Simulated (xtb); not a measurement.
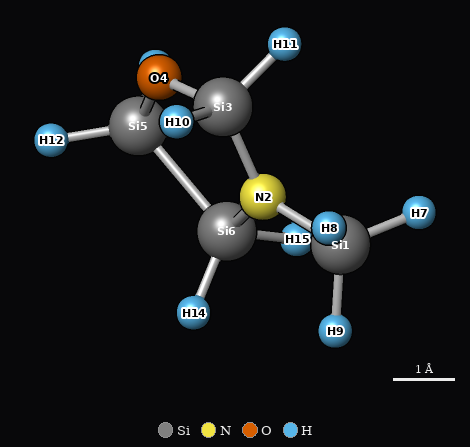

Figure 1. The structure as given in the input (ball-and-stick view, seen at a tilt; atoms are numbered from 1 in the order of the input).

**Run report: Si$_{4}$NH$_{9}$O, geometry relaxation (part 1 of 5)**

Si$_{4}$NH$_{9}$O, SMILES [SiH3]N1[SiH2]O[SiH2][SiH2]1, computed with GFN2-xTB (xtb 6.7.1).

The geometry comes from this level: GFN2-xTB.

**Log**
```
* xtb version 6.7.1
   ID    Z sym.   atoms
    1   14 Si     1, 3, 5, 6
    2    7 N      2
    3    8 O      4
    4    1 H      7-15

           -------------------------------------------------
          |                Calculation Setup                |
           -------------------------------------------------

          program call               : xtb geom.xyz --ohess vtight
          coordinate file            : geom.xyz
          omp threads                :                     1

molecular fragmentation (1/2 indicates fragments):
111111112221212
# atoms in fragment 1/2:    10     5
 fragment masses (1/2) :      146.38        5.04
CMA distance (Bohr)    :   0.747
constraining FC (au)   :  0.0500

           -------------------------------------------------
          |                 G F N 2 - x T B                 |
           -------------------------------------------------

      * Hamiltonian:
        H0-scaling (s, p, d)           1.850000    2.230000    2.230000
        zeta-weighting                 0.500000
      * Dispersion:
        s8                             2.700000
        a1                             0.520000
        a2                             5.000000
        s9                             5.000000
      * Repulsion:
        kExp                           1.500000    1.000000
        rExp                           1.000000
      * Coulomb:
        alpha                          2.000000
        third order                    shell-resolved
        anisotropic                    true
        a3                             3.000000
        a5                             4.000000
        cn-shift                       1.200000
        cn-exp                         4.000000
        max-rad                        5.000000

          ...................................................
          :                      SETUP                      :
          :.................................................:
          :  # basis functions                  57          :
          :  # atomic orbitals                  53          :
          :  # shells                           25          :
          :  # electrons                        36          :
          :  max. iterations                   250          :
          :  Hamiltonian                  GFN2-xTB          :
          :  restarted?                      false          :
          :  GBSA solvation                  false          :
          :  PC potential                    false          :
          :  electronic temp.          300.0000000     K    :
          :  accuracy                    1.0000000          :
          :  -> integral cutoff          0.2500000E+02      :
          :  -> integral neglect         0.1000000E-07      :
          :  -> SCF convergence          0.1000000E-05 Eh   :
          :  -> wf. convergence          0.1000000E-03 e    :
          :  Broyden damping             0.4000000          :
          :  net charge                          0          :
          :  unpaired electrons                  0          :
          ...................................................

 iter      E             dE          RMSdq      gap      omega  full diag
   1    -18.6351965 -0.186352E+02  0.862E+00    4.56       0.0  T
   2    -18.8188248 -0.183628E+00  0.514E+00    4.14       1.0  T
   3    -18.8232324 -0.440760E-02  0.305E+00    4.23       1.0  T
   4    -18.8218131  0.141928E-02  0.105E+00    4.31       1.0  T
   5    -18.8243595 -0.254644E-02  0.412E-01    4.33       1.0  T
   6    -18.8251191 -0.759552E-03  0.215E-01    4.31       1.0  T
   7    -18.8251883 -0.692088E-04  0.791E-02    4.31       1.0  T
   8    -18.8251929 -0.463338E-05  0.334E-02    4.31       1.0  T
   9    -18.8251929  0.903064E-07  0.166E-02    4.31       1.6  T
  10    -18.8251937 -0.875406E-06  0.952E-03    4.31       2.7  T
  11    -18.8251939 -0.140644E-06  0.473E-03    4.31       5.5  T
  12    -18.8251939 -0.273921E-07  0.194E-03    4.31      13.3  T
  13    -18.8251939 -0.250674E-08  0.100E-03    4.31      25.8  T
  14    -18.8251939 -0.256942E-08  0.278E-04    4.31      93.0  T
  15    -18.8251939  0.344826E-10  0.154E-04    4.31     167.4  T

   *** convergence criteria satisfied after 15 iterations ***

         #    Occupation            Energy/Eh            Energy/eV
      -------------------------------------------------------------
         1        2.0000           -0.8007955             -21.7908
       ...           ...                  ...                  ...
        12        2.0000           -0.4312666             -11.7354
        13        2.0000           -0.4287560             -11.6670
        14        2.0000           -0.4251349             -11.5685
        15        2.0000           -0.4132560             -11.2453
        16        2.0000           -0.4113005             -11.1921
        17        2.0000           -0.3713360             -10.1046
        18        2.0000           -0.3613724              -9.8334 (HOMO)
        19                         -0.2028737              -5.5205 (LUMO)
        20                         -0.1994237              -5.4266
        21                         -0.1958461              -5.3292
        22                         -0.1776732              -4.8347
        23                         -0.1673930              -4.5550
       ...                                ...                  ...
        53                          1.0737725              29.2188
      -------------------------------------------------------------
                  HL-Gap            0.1584987 Eh            4.3130 eV
             Fermi-level           -0.2821230 Eh           -7.6770 eV

 SCC (total)                   0 d,  0 h,  0 min,  0.022 sec
 SCC setup                      ...        0 min,  0.000 sec (  0.873%)
 Dispersion                     ...        0 min,  0.000 sec (  0.324%)
 classical contributions        ...        0 min,  0.000 sec (  0.073%)
 integral evaluation            ...        0 min,  0.003 sec ( 11.907%)
 iterations                     ...        0 min,  0.013 sec ( 60.145%)
 molecular gradient             ...        0 min,  0.006 sec ( 26.048%)
 printout                       ...        0 min,  0.000 sec (  0.559%)

         :::::::::::::::::::::::::::::::::::::::::::::::::::::
         ::                     SUMMARY                     ::
         :::::::::::::::::::::::::::::::::::::::::::::::::::::
         :: total energy             -18.670032506764 Eh    ::
         :: gradient norm              0.000428782784 Eh/a0 ::
         :: HOMO-LUMO gap              4.312968781977 eV    ::
         ::.................................................::
         :: SCC energy               -18.825157820772 Eh    ::
         :: -> isotropic ES            0.091645113263 Eh    ::
         :: -> anisotropic ES         -0.004456660741 Eh    ::
         :: -> anisotropic XC         -0.002449128338 Eh    ::
         :: -> dispersion             -0.015164593320 Eh    ::
         :: repulsion energy           0.155125314008 Eh    ::
         :: add. restraining           0.000000000000 Eh    ::
         :: total charge               0.000000000000 e     ::
         :::::::::::::::::::::::::::::::::::::::::::::::::::::

      -----------------------------------------------------------
     |                   =====================                   |
     |                        A N C O P T                        |
     |                   =====================                   |
     |               Approximate Normal Coordinate               |
     |                Rational Function Optimizer                |
      -----------------------------------------------------------

          ...................................................
          :                      SETUP                      :
          :.................................................:
          :   optimization level         verytight          :
          :   max. optcycles                   300          :
          :   ANC micro-cycles                  20          :
          :   degrees of freedom                39          :
          :.................................................:
          :   RF solver                   davidson          :
          :   write xtbopt.log                true          :
          :   linear?                        false          :
          :   energy convergence         0.1000000E-06 Eh   :
          :   grad. convergence          0.2000000E-03 Eh/α :
          :   maximum RF displ.          1.0000000          :
          :   Hlow (freq-cutoff)         0.1000000E-01      :
          :   Hmax (freq-cutoff)         5.0000000          :
          :   S6 in model hess.         20.0000000          :
          ...................................................

generating ANC from exact Hessian ...
Using Lindh-Hessian (1995)
 Shifting diagonal of input Hessian by    8.8237905468841853E-003
 Lowest  eigenvalues of input Hessian
    0.000000    0.000000    0.000000    0.000000    0.000000    0.000000
    0.010000    0.010630    0.012082    0.014596    0.015378    0.015507
    0.017737    0.018517    0.020880    0.026939    0.029228    0.029451
 Highest eigenvalues
    0.685046    0.691714    1.123021    1.342680    1.386040    1.911522

........................................................................
.............................. CYCLE    1 ..............................
........................................................................

 iter      E             dE          RMSdq      gap      omega  full diag
   1    -18.8251939 -0.188252E+02  0.842E-05    4.31       0.0  T
   2    -18.8251939 -0.301448E-10  0.279E-05    4.31     926.0  T
   3    -18.8251939 -0.452260E-11  0.292E-05    4.31     883.7  T
     SCC iter.                  ...        0 min,  0.003 sec
     gradient                   ...        0 min,  0.006 sec
 * total energy  :   -18.6700325 Eh     change       -0.9437073E-10 Eh
   gradient norm :     0.0004291 Eh/α   predicted     0.0000000E+00 (-100.00%)
   displ. norm   :     0.0157085 α      lambda       -0.1536338E-05
   maximum displ.:     0.0141991 α      in ANC's #1, #8, #3, ...

........................................................................
.............................. CYCLE    2 ..............................
........................................................................

 iter      E             dE          RMSdq      gap      omega  full diag
   1    -18.8251609 -0.188252E+02  0.120E-02    4.31       0.0  T
   2    -18.8251609 -0.124536E-07  0.856E-03    4.31       3.0  T
   3    -18.8251609  0.163779E-07  0.195E-03    4.31      13.2  T
   4    -18.8251609 -0.198071E-07  0.108E-03    4.31      23.9  T
   5    -18.8251609 -0.377456E-08  0.383E-04    4.31      67.3  T
   6    -18.8251609 -0.287770E-10  0.152E-04    4.31     170.1  T
     SCC iter.                  ...        0 min,  0.006 sec
     gradient                   ...        0 min,  0.006 sec
 * total energy  :   -18.6700345 Eh     change       -0.2010720E-05 Eh
   gradient norm :     0.0002328 Eh/α   predicted    -0.7693866E-06 ( -61.74%)
   displ. norm   :     0.0303059 α      lambda       -0.2621190E-05
   maximum displ.:     0.0246724 α      in ANC's #1, #8, #4, ...

........................................................................
.............................. CYCLE    3 ..............................
........................................................................

 iter      E             dE          RMSdq      gap      omega  full diag
   1    -18.8251765 -0.188252E+02  0.158E-02    4.31       0.0  T
   2    -18.8251765 -0.328889E-07  0.113E-02    4.31       2.3  T
   3    -18.8251765  0.295699E-07  0.327E-03    4.31       7.9  T
   4    -18.8251765 -0.368171E-07  0.168E-03    4.31      15.3  T
   5    -18.8251765 -0.713783E-08  0.598E-04    4.31      43.2  T
   6    -18.8251765 -0.361034E-09  0.299E-04    4.31      86.3  T
     SCC iter.                  ...        0 min,  0.006 sec
     gradient                   ...        0 min,  0.006 sec
 * total energy  :   -18.6700376 Eh     change       -0.3077793E-05 Eh
   gradient norm :     0.0004310 Eh/α   predicted    -0.1309201E-05 ( -57.46%)
   displ. norm   :     0.0418199 α      lambda       -0.2886108E-05
   maximum displ.:     0.0336714 α      in ANC's #1, #8, #4, ...

........................................................................
.............................. CYCLE    4 ..............................
........................................................................

 iter      E             dE          RMSdq      gap      omega  full diag
   1    -18.8250750 -0.188251E+02  0.193E-02    4.31       0.0  T
   2    -18.8250751 -0.319189E-07  0.136E-02    4.31       1.9  T
   3    -18.8250751  0.139830E-08  0.232E-03    4.31      11.1  T
   4    -18.8250751 -0.109242E-07  0.158E-03    4.31      16.4  T
   5    -18.8250751 -0.826570E-08  0.488E-04    4.31      52.9  T
   6    -18.8250751 -0.566125E-10  0.197E-04    4.31     130.8  T
     SCC iter.                  ...        0 min,  0.006 sec
     gradient                   ...        0 min,  0.006 sec
 * total energy  :   -18.6700409 Eh     change       -0.3331830E-05 Eh
   gradient norm :     0.0005427 Eh/α   predicted    -0.1442550E-05 ( -56.70%)
   displ. norm   :     0.0376708 α      lambda       -0.2081999E-05
   maximum displ.:     0.0311210 α      in ANC's #1, #8, #24, ...

........................................................................
.............................. CYCLE    5 ..............................
........................................................................

 iter      E             dE          RMSdq      gap      omega  full diag
   1    -18.8251210 -0.188251E+02  0.192E-02    4.31       0.0  T
   2    -18.8251210 -0.245499E-07  0.133E-02    4.31       1.9  T
   3    -18.8251210 -0.101314E-07  0.155E-03    4.31      16.7  T
   4    -18.8251210 -0.214470E-08  0.889E-04    4.31      29.0  T
   5    -18.8251210 -0.232093E-08  0.310E-04    4.31      83.2  T
     SCC iter.                  ...        0 min,  0.005 sec
     gradient                   ...        0 min,  0.006 sec
 * total energy  :   -18.6700432 Eh     change       -0.2257948E-05 Eh
   gradient norm :     0.0003989 Eh/α   predicted    -0.1039749E-05 ( -53.95%)
   displ. norm   :     0.0284442 α      lambda       -0.1333471E-05
   maximum displ.:     0.0237992 α      in ANC's #1, #8, #5, ...

........................................................................
.............................. CYCLE    6 ..............................
........................................................................

 iter      E             dE          RMSdq      gap      omega  full diag
   1    -18.8251370 -0.188251E+02  0.178E-02    4.31       0.0  T
   2    -18.8251370 -0.209658E-07  0.125E-02    4.31       2.1  T
   3    -18.8251370 -0.707839E-09  0.189E-03    4.31      13.7  T
   4    -18.8251370 -0.806068E-08  0.117E-03    4.31      22.0  T
   5    -18.8251370 -0.264400E-08  0.451E-04    4.31      57.2  T
   6    -18.8251370 -0.339409E-09  0.150E-04    4.31     172.3  T
     SCC iter.                  ...        0 min,  0.006 sec
     gradient                   ...        0 min,  0.006 sec
 * total energy  :   -18.6700446 Eh     change       -0.1373380E-05 Eh
   gradient norm :     0.0001708 Eh/α   predicted    -0.6655626E-06 ( -51.54%)
   displ. norm   :     0.0155263 α      lambda       -0.5090603E-06
   maximum displ.:     0.0142626 α      in ANC's #1, #8, #5, ...

........................................................................
.............................. CYCLE    7 ..............................
........................................................................

 iter      E             dE          RMSdq      gap      omega  full diag
   1    -18.8251763 -0.188252E+02  0.943E-03    4.31       0.0  T
   2    -18.8251763 -0.672562E-08  0.643E-03    4.31       4.0  T
   3    -18.8251763  0.675886E-08  0.149E-03    4.31      17.3  T
   4    -18.8251763 -0.914733E-08  0.679E-04    4.31      38.0  T
   5    -18.8251763 -0.143367E-08  0.256E-04    4.31     100.8  T
     SCC iter.                  ...        0 min,  0.005 sec
     gradient                   ...        0 min,  0.006 sec
 * total energy  :   -18.6700452 Eh     change       -0.6126518E-06 Eh
   gradient norm :     0.0001058 Eh/α   predicted    -0.2545648E-06 ( -58.45%)
   displ. norm   :     0.0078996 α      lambda       -0.2833424E-06
   maximum displ.:     0.0075548 α      in ANC's #1, #6, #3, ...
```
